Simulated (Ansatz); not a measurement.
```yaml
atoms:
  - { symbol: C, position_ang: [-1.0839, -0.7165, -0.8989] }
  - { symbol: Si, position_ang: [-0.3018, 0.6338, -0.3304] }
  - { symbol: S, position_ang: [1.1999, 0.5955, 1.1580] }
  - { symbol: H, position_ang: [-1.5374, -1.6365, -1.2103] }
  - { symbol: H, position_ang: [-0.5776, 2.0025, -0.8087] }
  - { symbol: H, position_ang: [1.3543, 1.9303, 1.1276] }
```

Geometry: PBE0-D4/def2-TZVP.

Method: Ansatz 0.2.0, UKS PBE0-D4/def2-TZVPP.

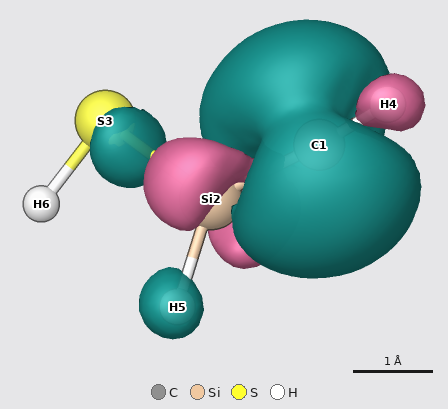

CH$_{3}$SSi (doublet). Isosurfaces of the spin density (α minus β) at +0.015 (teal) and −0.015 e/Å³ (pink), seen at a tilt.

> Describe the spin distribution.

The unpaired spin (1 electron) lies mostly on C1 (about 0.8) and Si2 (about 0.1), in electrons by Hirshfeld's partition.
